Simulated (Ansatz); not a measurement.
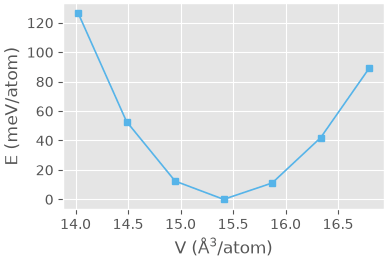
Figure. MoPt (L1₀ or tetragonal B2, P4/mmm) under volume change, the program Ansatz at the PBE level (PAW), shape and atoms relaxed at each volume.

What does a third-order Birch–Murnaghan fit give for V₀, B₀ and B′?

V₀ = 15.41 Å³/atom, B₀ = 271 GPa, B′ = 4.8.

The start of the workflow was typed in or built on a structure type; neither database checked (COD, Materials Project) lists it. Its standing as an ambient phase is unchecked. The PBE relaxation kept the symmetry of its start; whether a distortion lowers the energy is not shown. The run is not spin-polarised. Spin–orbit coupling is left out wherever it is not named.

Potentials: the later of the program's two PAW sets.
